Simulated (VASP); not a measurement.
Band structure of BaHfO3 (cubic perovskite). All values below come from PBE GGA, VASP's PBE PAW potentials (set 64) (plane waves; VASP).

Unless said otherwise, spin-orbit coupling is left out, though it shifts the bands of the heavy elements here.

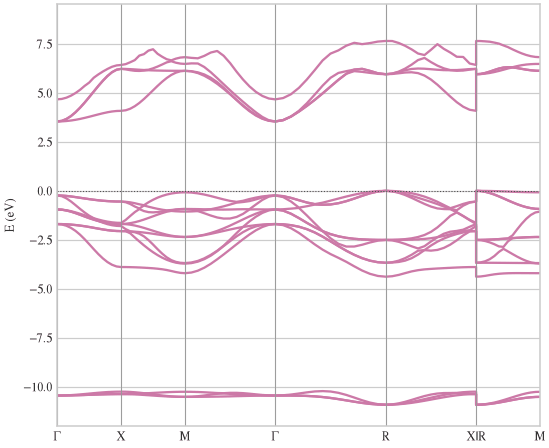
*Bands along high-symmetry lines, zero at the valence-band maximum or, without a gap, the Fermi level*

Q: Read the plot: is there a gap, and where are the band edges?

A: The gap is indirect, 3.54 eV, from the valence maximum at R to the conduction minimum at Γ. (Edges off the drawn lines would not show.)

The compound is BaHfO3 in the cubic perovskite structure. It was relaxed first.
